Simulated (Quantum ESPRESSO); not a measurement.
# Ba2Fe2Se2OF2: parallel and opposed starts, part 2 of 2

Does Ba2Fe2Se2OF2 prefer parallel or opposed moments?

Quantum ESPRESSO 7.5; LDA with U = 4.5 eV on Fe d (ortho-atomic projectors); plane waves with GBRV 1.5 LDA potentials, no spin-orbit coupling.

So far, absolute magnetization (μB): step 2 (start 1: ferro ++) 8.03.

## Step 3: Start 2: antiferro +−

pw.in reads:

```
&CONTROL
  calculation = 'scf'
  prefix = 'pwscf'
  outdir = './tmp'
  pseudo_dir = './pseudo'
  disk_io = 'nowf'
/
&SYSTEM
  ibrav = 0
  celldm(1) = 8
  nat = 9
  ntyp = 6
  ecutwfc = 40
  ecutrho = 280
  nbnd = 55
  occupations = 'smearing'
  smearing = 'fd'
  degauss = 0.00367493
  nspin = 2
  starting_magnetization(1) = 0
  starting_magnetization(2) = 0.25
  starting_magnetization(3) = -0.25
  starting_magnetization(4) = 0
  starting_magnetization(5) = 0
  starting_magnetization(6) = 0
/
&ELECTRONS
  conv_thr = 1.8d-08
  electron_maxstep = 150
  mixing_beta = 0.3
/
ATOMIC_SPECIES
Ba    137.3270 ba_lda_v1.uspp.F.UPF
Fe1    55.8450 fe_lda_v1.5.uspp.F.UPF
Fe2    55.8450 fe_lda_v1.5.uspp.F.UPF
Se     78.9710 se_lda_v1.uspp.F.UPF
O      15.9990 o_lda_v1.2.uspp.F.UPF
F      18.9984 f_lda_v1.4.uspp.F.UPF
CELL_PARAMETERS alat
  -0.4954153251472    0.4954153251472    2.3057020878090
   0.4954153251472   -0.4954153251472    2.3057020878090
   0.4954153251472    0.4954153251472   -2.3057020878090
ATOMIC_POSITIONS crystal
Ba      0.6694250000    0.6694250000    0.0000000000
Ba      0.3305750000    0.3305750000    0.0000000000
Fe1     0.0000000000    0.5000000000    0.5000000000
Fe2     0.5000000000    0.0000000000    0.5000000000
Se      0.0898200000    0.0898200000    0.0000000000
Se      0.9101800000    0.9101800000    0.0000000000
O       0.5000000000    0.5000000000    0.0000000000
F       0.2500000000    0.7500000000    0.5000000000
F       0.7500000000    0.2500000000    0.5000000000
K_POINTS automatic
6 6 6 0 0 0
HUBBARD {ortho-atomic}
U Fe1-3d 4.5000
U Fe2-3d 4.5000
```

Launch:

```
OMP_NUM_THREADS=1 mpirun -n 4 pw.x -nk 4 -in pw.in > pw.out
```

Output:

```text
[banner, memory and clock lines left out]
Program PWSCF v.7.5 starts

     Message from routine setup:
     using ibrav=0 with symmetry is DISCOURAGED, use correct ibrav instead

     bravais-lattice index     =            0
     lattice parameter (alat)  =       8.0000  a.u.
     unit-cell volume          =    1158.9695 (a.u.)^3
     number of atoms/cell      =            9
     number of atomic types    =            6
     number of electrons       =        84.00
     number of Kohn-Sham states=           55
     kinetic-energy cutoff     =      40.0000  Ry
     charge density cutoff     =     280.0000  Ry
     scf convergence threshold =      1.8E-08
     mixing beta               =       0.3000
     number of iterations used =            8  plain     mixing
     Exchange-correlation=  SLA  PZ   NOGX NOGC
                           (   1   1   0   0   0   0   0)
     Hubbard projectors: ortho-atomic
     Hubbard parameters of DFT+U (Dudarev formulation) in eV:
     U(Fe1-3d) =  4.5000
     U(Fe2-3d) =  4.5000

     Internal variables: lda_plus_u =T, lda_plus_u_kind = 0

     Internal variables: orbital_resolved =F, hub_pot_fix =F, apply_U = F

     celldm(1)=   8.000000  celldm(2)=   0.000000  celldm(3)=   0.000000
     celldm(4)=   0.000000  celldm(5)=   0.000000  celldm(6)=   0.000000

     crystal axes: (cart. coord. in units of alat)
               a(1) = (  -0.495415   0.495415   2.305702 )
               a(2) = (   0.495415  -0.495415   2.305702 )
               a(3) = (   0.495415   0.495415  -2.305702 )

     reciprocal axes: (cart. coord. in units 2 pi/alat)
               b(1) = (  0.000000  1.009254  0.216854 )
               b(2) = (  1.009254  0.000000  0.216854 )
               b(3) = (  1.009254  1.009254  0.000000 )

     PseudoPot. # 1 for Ba read from file:
     ba_lda_v1.uspp.F.UPF
     Pseudo is Ultrasoft + core correction, Zval = 10.0

     PseudoPot. # 2 for Fe read from file:
     fe_lda_v1.5.uspp.F.UPF
     Pseudo is Ultrasoft + core correction, Zval = 16.0

     PseudoPot. # 3 for Fe read from file:
     fe_lda_v1.5.uspp.F.UPF
     Pseudo is Ultrasoft + core correction, Zval = 16.0

     PseudoPot. # 4 for Se read from file:
     se_lda_v1.uspp.F.UPF
     Pseudo is Ultrasoft + core correction, Zval =  6.0

     PseudoPot. # 5 for O  read from file:
     o_lda_v1.2.uspp.F.UPF
     Pseudo is Ultrasoft + core correction, Zval =  6.0

     PseudoPot. # 6 for F  read from file:
     f_lda_v1.4.uspp.F.UPF
     Pseudo is Ultrasoft, Zval =  7.0

     atomic species   valence    mass     pseudopotential
     Ba               10.00   137.32700     Ba( 1.00)
     Fe1              16.00    55.84500     Fe( 1.00)
     Fe2              16.00    55.84500     Fe( 1.00)
     Se                6.00    78.97100     Se( 1.00)
     O                 6.00    15.99900     O ( 1.00)
     F                 7.00    18.99840     F ( 1.00)

     Starting magnetic structure
     atomic species   magnetization
     Ba              0.000
     Fe1             0.250
     Fe2            -0.250
     Se              0.000
     O               0.000
     F               0.000

      8 Sym. Ops., with inversion, found

   Cartesian axes

     site n.     atom                  positions (alat units)
         1        Ba     tau(   1) = (   0.0000000   0.0000000   3.0869892  )
         2        Ba     tau(   2) = (  -0.0000000  -0.0000000   1.5244149  )
         3        Fe1    tau(   3) = (   0.4954153   0.0000000   0.0000000  )
         4        Fe2    tau(   4) = (   0.0000000   0.4954153   0.0000000  )
         5        Se     tau(   5) = (   0.0000000   0.0000000   0.4141963  )
         6        Se     tau(   6) = (   0.0000000   0.0000000   4.1972079  )
         7        O      tau(   7) = (   0.0000000   0.0000000   2.3057021  )
         8        F      tau(   8) = (   0.4954153   0.0000000   1.1528510  )
         9        F      tau(   9) = (   0.0000000   0.4954153   1.1528510  )

     number of k points=    46  Fermi-Dirac smearing, width (Ry)=  0.0037
                       cart. coord. in units 2pi/alat
        k(    1) = (   0.0000000   0.0000000   0.0000000), wk =   0.0046296
        k(    2) = (   0.1682090   0.1682090   0.0000000), wk =   0.0185185
        k(    3) = (   0.3364181   0.3364181   0.0000000), wk =   0.0185185
        k(    4) = (  -0.5046271  -0.5046271   0.0000000), wk =   0.0092593
        k(    5) = (   0.1682090   0.0000000   0.0361423), wk =   0.0185185
        [... 41 further k-points ...]

     Dense  grid:    91755 G-vectors     FFT dimensions: ( 108, 108, 108)

     Smooth grid:    39539 G-vectors     FFT dimensions: (  80,  80,  80)

     Check: negative core charge=   -0.000013
     Generating pointlists ...
     new r_m :   0.2554 (alat units)  2.0436 (a.u.) for type    1
     new r_m :   0.2044 (alat units)  1.6349 (a.u.) for type    2
     new r_m :   0.2044 (alat units)  1.6349 (a.u.) for type    3
     new r_m :   0.2664 (alat units)  2.1310 (a.u.) for type    4
     new r_m :   0.2044 (alat units)  1.6349 (a.u.) for type    5
     new r_m :   0.2554 (alat units)  2.0436 (a.u.) for type    6

     Initial potential from superposition of free atoms

     starting charge      81.9744, renormalised to      84.0000

     negative rho (up, down):  1.004E-01 1.004E-01

     STARTING HUBBARD OCCUPATIONS:

     =================== HUBBARD OCCUPATIONS ===================
     ------------------------ ATOM    3 ------------------------
     Tr[ns(  3)] (up, down, total) =   5.00000  0.00000  5.00000
     Atomic magnetic moment for atom   3 =   5.00000
     [... lines left out ...]
     ------------------------ ATOM    4 ------------------------
     Tr[ns(  4)] (up, down, total) =   0.00000  5.00000  5.00000
     Atomic magnetic moment for atom   4 =  -5.00000
     [... lines left out ...]
     Number of occupied Hubbard levels =   10.0000

     Atomic wfc used for Hubbard projectors are orthogonalized

     Starting wfcs are   72 randomized atomic wfcs

     Self-consistent Calculation

     iteration #  1     ecut=    40.00 Ry     beta= 0.30
     Davidson diagonalization with overlap
     ethr =  1.00E-02,  avg # of iterations =  4.6

     =================== HUBBARD OCCUPATIONS ===================
     ------------------------ ATOM    3 ------------------------
     Tr[ns(  3)] (up, down, total) =   4.96558  4.76976  9.73534
     Atomic magnetic moment for atom   3 =   0.19582
     [... lines left out ...]
     ------------------------ ATOM    4 ------------------------
     Tr[ns(  4)] (up, down, total) =   4.77014  4.96555  9.73569
     Atomic magnetic moment for atom   4 =  -0.19540
     [... lines left out ...]
     Number of occupied Hubbard levels =   19.4710

     negative rho (up, down):  9.611E-02 9.610E-02

     total energy              =    -818.75953256 Ry
     estimated scf accuracy    <      86.45840747 Ry

     total magnetization       =    -0.00 Bohr mag/cell
     absolute magnetization    =     1.13 Bohr mag/cell

     iteration #  2     ecut=    40.00 Ry     beta= 0.30
     Davidson diagonalization with overlap
     ethr =  1.00E-02,  avg # of iterations =  7.6

     negative rho (up, down):  7.138E-02 7.138E-02

     total energy              =    -829.31047810 Ry
     estimated scf accuracy    <     619.25524730 Ry

     total magnetization       =     0.01 Bohr mag/cell
     absolute magnetization    =     0.17 Bohr mag/cell

     [... further iterations left out ...]

     iteration # 22     ecut=    40.00 Ry     beta= 0.30
     Davidson diagonalization with overlap
     ethr =  1.79E-10,  avg # of iterations =  2.1

     negative rho (up, down):  9.053E-02 9.053E-02

     total energy              =    -857.69451172 Ry
     estimated scf accuracy    <       0.00000006 Ry

     total magnetization       =     0.00 Bohr mag/cell
     absolute magnetization    =     7.51 Bohr mag/cell

     iteration # 23     ecut=    40.00 Ry     beta= 0.30
     Davidson diagonalization with overlap
     ethr =  7.19E-11,  avg # of iterations =  2.8

     negative rho (up, down):  9.053E-02 9.053E-02

     Magnetic moment per site  (integrated on atomic sphere of radius R)
     atom   1 (R=0.255)  charge=  6.2458  magn= -0.0000
     atom   2 (R=0.255)  charge=  6.2458  magn= -0.0000
     atom   3 (R=0.204)  charge= 13.3940  magn=  3.3544
     atom   4 (R=0.204)  charge= 13.3940  magn= -3.3544
     atom   5 (R=0.266)  charge=  4.4120  magn=  0.0000
     atom   6 (R=0.266)  charge=  4.4120  magn=  0.0000
     atom   7 (R=0.204)  charge=  5.6526  magn=  0.0000
     atom   8 (R=0.255)  charge=  7.3503  magn=  0.0000
     atom   9 (R=0.255)  charge=  7.3503  magn=  0.0000

     End of self-consistent calculation

     =================== HUBBARD OCCUPATIONS ===================
     ------------------------ ATOM    3 ------------------------
     Tr[ns(  3)] (up, down, total) =   4.91738  1.26076  6.17813
     Atomic magnetic moment for atom   3 =   3.65662
     [... lines left out ...]
     ------------------------ ATOM    4 ------------------------
     Tr[ns(  4)] (up, down, total) =   1.26075  4.91737  6.17813
     Atomic magnetic moment for atom   4 =  -3.65662
     [... lines left out ...]
     Number of occupied Hubbard levels =   12.3563

     [... lines left out ...]
     the Fermi energy is     9.4095 ev

!    total energy              =    -857.69451180 Ry
     estimated scf accuracy    <          6.3E-09 Ry
     smearing contrib. (-TS)   =      -0.00000000 Ry
     internal energy E=F+TS    =    -857.69451180 Ry

     The total energy is F=E-TS. E is the sum of the following terms:
     one-electron contribution =    -581.95748976 Ry
     hartree contribution      =     330.34512007 Ry
     xc contribution           =    -197.65992748 Ry
     ewald contribution        =    -408.56335361 Ry
     Hubbard energy            =       0.14113898 Ry

     total magnetization       =     0.00 Bohr mag/cell
     absolute magnetization    =     7.51 Bohr mag/cell

     convergence has been achieved in  23 iterations
```

The job ended after 12 min (4 MPI ranks of Intel Xeon Platinum 8488C (Sapphire Rapids), shared host; peak memory 2 GiB).

Spin moment in the atom's sphere by atom:

```
atom  spin moment in the atom's sphere (μB)
 Ba1                                   0.00
 Ba2                                   0.00
 Fe3                                   3.35
 Fe4                                  -3.35
 Se5                                   0.00
 Se6                                   0.00
  O7                                   0.00
  F8                                   0.00
  F9                                   0.00
```

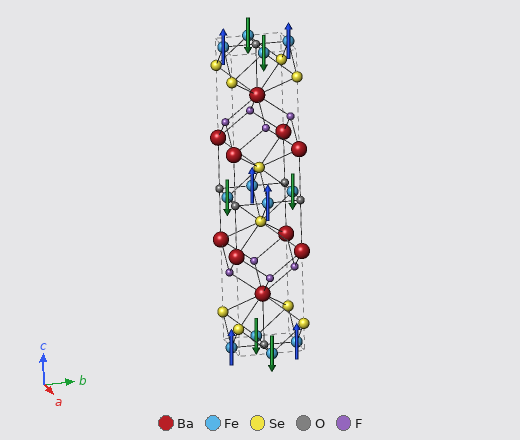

Spin moment in the atom's sphere as arrows, the longest 3.35 μB. Up and down stand for the sign. Arrows give size and sign along the axis of quantisation, drawn up and down the page. The two directions have two colours. Some periodic images of atoms are drawn too.

Read from the output:

```
smearing term TS       : 4.15e-11 eV
magnetization          : 0 μB
absolute magnetization : 7.512 μB
final state            : antiferromagnetic
```

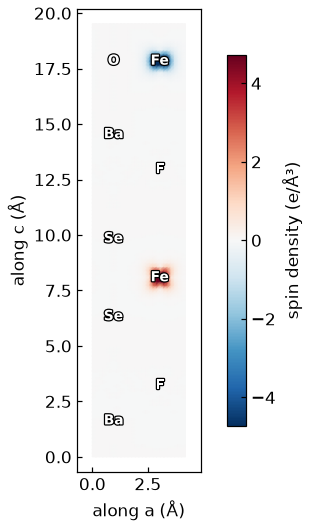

Spin density in the ac plane of the conventional cell at fractional y = 0.000, with atoms of Ba and Fe and Se and O and F within 0.2 Å of it. The map starts off the cell's origin, so that atoms lie inside it.

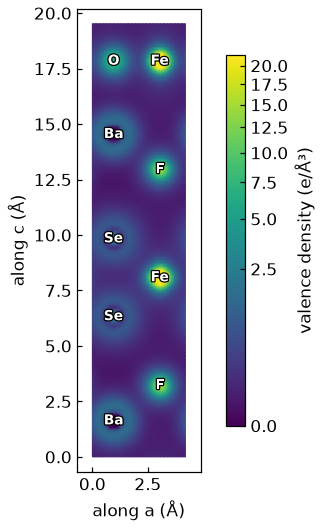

Valence density in the ac plane of the conventional cell at fractional y = 0.000, with atoms of Ba and Fe and Se and O and F within 0.2 Å of it. It is the smooth field of the valence electrons, not physical close to the nuclei. The map starts off the cell's origin, so that atoms lie inside it. The colour scale is stretched toward low values.

## Step 4: Ranking

An order is kept where moments of 0.15 μB or more survive with the typed signs; meshes match where a doubled cell samples the same k points as the first cell.

Orders:

```
       start        final state  typed order kept  energy over the lowest (meV a seeded atom)  largest site moment (μB)  net moment (μB a cell of the first run)  mesh matched  CPU time (s)
    ferro ++      ferromagnetic               yes                                       34.85                     3.379                                        8           yes          1781
antiferro +-  antiferromagnetic               yes                                           0                     3.354                                        0           yes          2996
```

## Step 5: Occupations of the corrected shells in the lowest state

Occupations of the Hubbard shells:

```
block  type  shell  spin  electrons             occupation numbers
    3   Fe1     3d    up      4.917  0.975 0.981 0.984 0.986 0.991
    3   Fe1     3d  down      1.261  0.039 0.040 0.109 0.134 0.939
    4   Fe2     3d    up      1.261  0.039 0.040 0.109 0.134 0.939
    4   Fe2     3d  down      4.917  0.975 0.981 0.984 0.986 0.991
```

## Step 6: Outcome

- lowest state found: antiferromagnetic (from antiferro +-)
- largest site moment: 3.35 μB
- next state with moments: ferromagnetic, 34.9 meV a seeded atom higher

In words: Only these 2 starts were compared; other wavevectors, canted and longer-period orders were not.

[Logs and program files are shortened in this print: banners, set-up blocks, solver, clock and traceback lines can be left out without a mark of their own.]

[Logs are printed without paths, hosts, clocks, repeated set-up lines and the standing remarks that a program may print on its own settings, such as how far it seeks lower states.]

[Hosts, paths, dates, database ids (printed as entryN), source tags and the programs' standing remarks are cut or masked in the printed files.]

[Where a cell is said to come from a database of computed structures, the database is the Materials Project.]
